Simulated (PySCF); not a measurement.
System: C3H8F2SSi2.

The calculation's input:

```
{"job": {"kind": "nmr", "xc": "PBE0", "basis": "pcSseg-1"}, "charge": 0, "multiplicity": 1}
F     -0.377190    -1.474658     1.352294
C     -0.687925    -0.865075     0.136455
C      0.409032     0.121986    -0.236118
Si     2.155465    -0.620427     0.045086
C      0.221890     1.398322     0.558721
S     -1.497659     2.045880     0.364071
Si    -2.335424     0.097347     0.326985
F     -3.229258    -0.144478    -0.994002
H     -0.741533    -1.684462    -0.586513
H      0.274146     0.356528    -1.297223
H      3.119167     0.344480    -0.485269
H      2.215586    -1.877932    -0.698054
H      2.361355    -0.828409     1.473928
H      0.377859     1.231364     1.623622
H      0.883252     2.193056     0.221831
H     -3.156362    -0.284576     1.450260
```

Command:

```sh
OMP_NUM_THREADS=1 python probes_run.py task.json out
```

Geometry: GFN2-xTB.

These are results of PBE0/pcSseg-1, SCF density, gas phase, non-relativistic (PySCF), not measurements.

Q: What will maps of the electron density and electron localisation function show?

A: C–C (1.52 Å): the density is about 1.7 e/Å³ at the midpoint; the ELF peaks at about 0.95 between the atoms, as expected for localised, covalent bonding.
C–S (1.85 Å): the density is about 1.2 e/Å³ at the midpoint; the ELF peaks at about 0.90 between the atoms: localised, covalent bonding.
C–Si (1.92 Å): the density is about 0.89 e/Å³ at the midpoint; the ELF peaks at about 0.95 between the atoms, as expected for localised, covalent bonding.

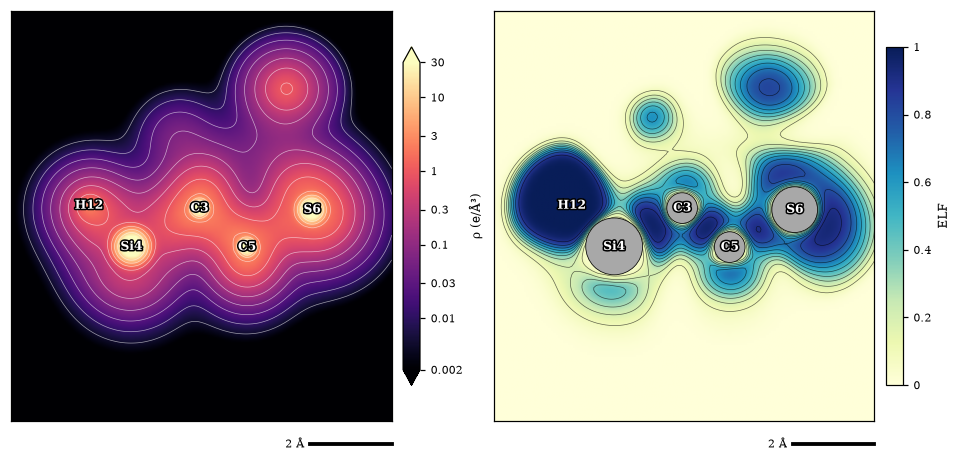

Computed electron density and electron localisation function on the plane of atoms C3, Si4 and H12, in this order. Grey discs cover the atomic cores in the ELF map. 
